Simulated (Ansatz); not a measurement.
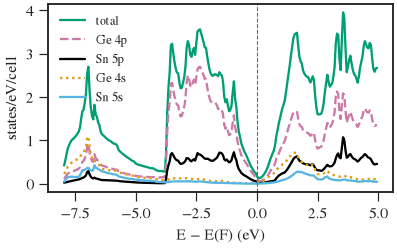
Total and projected density of states of SnGe₃ in space group P-4m2 (No. 115; Ge on 2g, Ge on 1a, Sn on 1c), PBE (plane waves, PAW; program Ansatz)

Q: Which orbitals carry the states next to the Fermi level?

A: Within 0.5 eV of the Fermi level: Ge 4p 63 %, Sn 5p 20 %, Ge 4s 14 %. Projections are on Löwdin-orthogonalised atomic valence shells; empty p or d shells of many metals are not among them.

Q: Where is the tallest occupied peak in this window, and what makes it?

A: Near -2.3 eV, about 3.6 states/eV per cell; the largest projected share is Ge 4p.

The start of the workflow was typed in or built on a structure type; neither database checked (COD, Materials Project) lists it. Its standing as an ambient phase is unchecked. Symmetry was held in the PBE relaxation; its stability against distortions is not shown here. Spin–orbit coupling is left out wherever it is not named.

Potentials: the later of the program's two PAW sets.
